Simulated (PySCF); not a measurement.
# NO (SMILES [N]=O) at 4 levels

Aim: a comparison of 4 runs (U-wB97X/def2-TZVPPD, UB2PLYP/def2-TZVPPD, UBLYP/def2-TZVPPD, UM06-2X/def2-TZVPPD) of NO. 

The calculation is run with PySCF 2.14.0.

3 further runs of the same task are left out: 1 that didn't finish, 2 set aside as unsound or not needed. Runs told in other sessions of the task aren't counted.

## 1. The structure to begin with

NO has 2 atoms, charge 0, and is taken as a doublet. As SMILES, `[N]=O`. The N1–O2 distance was set to 2.080 Å, away from the relaxed value.

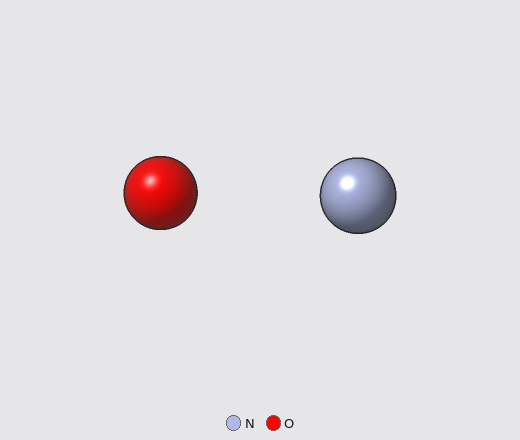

Viewed from a chosen angle; nitrogen light blue, oxygen red.

## 2. The energy at U-wB97X/def2-TZVPPD (run 1)

Contents of job.py:

```python
from pyscf import gto, dft

molecule = gto.Mole()
molecule.atom = '''
N     -1.274595     0.466569    -0.643057
O      0.490230    -0.179450     0.247330
'''
molecule.spin = 1
molecule.basis = 'def2-tzvppd'
molecule.max_memory = 1860
molecule.verbose = 3
molecule.build()

mf = dft.UKS(molecule, xc='wb97x')
mf.grids.level = 5
mf.conv_tol = 1e-10
mf.kernel()
if not mf.converged:
    mf = mf.newton().run(mf.mo_coeff, mf.mo_occ)

e_tot = mf.e_tot
print(f'total energy: {e_tot:.8f} hartree')
```

Command:

```
$ OMP_NUM_THREADS=1 python job.py
```

Log:

```text
WARN: HOMO -0.197300219210174 >= LUMO -0.197300219210179

converged SCF energy = -129.687169089061  <S^2> = 2.4073697  2S+1 = 3.2602882
total energy: -129.68716909 hartree
```

Wall time 14 s (1 thread of Intel Xeon Platinum 8375C at 2.90GHz (Ice Lake), shared host); peak memory 0.36 GiB.

## 3. The energy at UB2PLYP/def2-TZVPPD (run 2)

Contents of input.py:

```python
from pyscf import gto, dft, mp

system = gto.M(
    atom=[
    ('N', (-1.274595, 0.466569, -0.643057)),
    ('O', (0.490230, -0.179450, 0.247330)),
],
    basis='def2-tzvppd',
    spin=1,
    max_memory=1860,
    verbose=3,
)

myscf = dft.UKS(system)
myscf.xc = '0.53*HF + 0.47*B88, 0.73*LYP'
myscf.grids.level = 5
myscf.conv_tol = 1e-10
myscf.kernel()
if not myscf.converged:
    myscf = myscf.newton().run(myscf.mo_coeff, myscf.mo_occ)

pt = mp.MP2(myscf, frozen=2).run()
e_tot = myscf.e_tot + 0.27 * pt.e_corr
print('PT2 part  %.8f' % (0.27 * pt.e_corr))
print('Final energy', e_tot)
```

Command:

```
$ OMP_NUM_THREADS=1 python input.py
```

Log:

```text
WARN: HOMO -0.187692380824594 >= LUMO -0.187692380824593

converged SCF energy = -129.55231323614  <S^2> = 2.5197856  2S+1 = 3.3285346
E(UMP2) = -129.857978694047  E_corr = -0.305665457906722
E(SCS-UMP2) = -129.845940114008  E_corr = -0.293626877867798
PT2 part  -0.08252967
Final energy -129.63484290977468
```

It took 9.3 s on 1 thread of Intel Xeon Platinum 8375C at 2.90GHz (Ice Lake), shared host; peak memory 0.36 GiB.

Run 3 isn't shown in full; the table further down has it.

## 4. A single-point energy at UM06-2X/def2-TZVPPD (run 4)

Contents of input.py:

```python
from pyscf import gto, dft

mol = gto.M(
    atom=[
    ('N', (-1.274595, 0.466569, -0.643057)),
    ('O', (0.490230, -0.179450, 0.247330)),
],
    max_memory=1860,
    verbose=3,
    basis='def2-tzvppd',
    spin=1,
)

myscf = dft.UKS(mol, xc='m06-2x')
myscf.conv_tol = 1e-10
myscf.grids.level = 5
myscf.kernel()
if not myscf.converged:
    myscf = myscf.newton().run(myscf.mo_coeff, myscf.mo_occ)

energy = myscf.e_tot
print('Final energy', energy)
```

Command:

```
$ OMP_NUM_THREADS=1 python input.py
```

Log:

```text
WARN: HOMO -0.192823500485775 >= LUMO -0.192823500485776

WARN: HOMO -0.0850528049920527 >= LUMO -0.113681946460154

converged SCF energy = -129.670507045202  <S^2> = 2.4324907  2S+1 = 3.2756622
Final energy -129.67050704520156
```

Wall time 26 s (1 thread of Intel Xeon Platinum 8375C at 2.90GHz (Ice Lake), shared host); peak memory 0.4 GiB.

## 5. The series

```
run                level  frozen core orbitals  energy (Eh)  dipole moment (D)  HOMO energy (eV)  LUMO energy (eV)  wall time
  1  U-wB97X/def2-TZVPPD                     –  -129.687169               0.62            -11.68             -1.74       14 s
  2  UB2PLYP/def2-TZVPPD                     2  -129.634843               0.41            -11.01             -1.81      9.3 s
  3    UBLYP/def2-TZVPPD                     –  -129.713626               1.05             -7.17             -6.30       11 s
  4  UM06-2X/def2-TZVPPD                     –  -129.670507               0.62            -10.76             -2.73       26 s
```

## 6. Summary of results

```
                                 quantity          value
                      run 4: total energy  -129.67051 Eh
                     run 4: dipole moment         0.62 D
run 4: HOMO energy (highest over α and β)      -10.76 eV
 run 4: LUMO energy (lowest over α and β)       -2.73 eV
                              run 4: ⟨S²⟩          2.432
```

In words: The dipole moment (its size) runs from 0.41 D (UB2PLYP/def2-TZVPPD) to 1.05 D (UBLYP/def2-TZVPPD). A double hybrid's value is that of its SCF part. Totals of different functionals can't be ranked against each other. Spin contamination of the reference: run 2 ⟨S²⟩ = 2.52, run 4 ⟨S²⟩ = 2.43, run 1 ⟨S²⟩ = 2.41, run 3 ⟨S²⟩ = 1.98. Where it is this large, the reference is a mixture of spin states, and values that rest on it are in doubt. All runs together took 60 s, the longest 26 s.
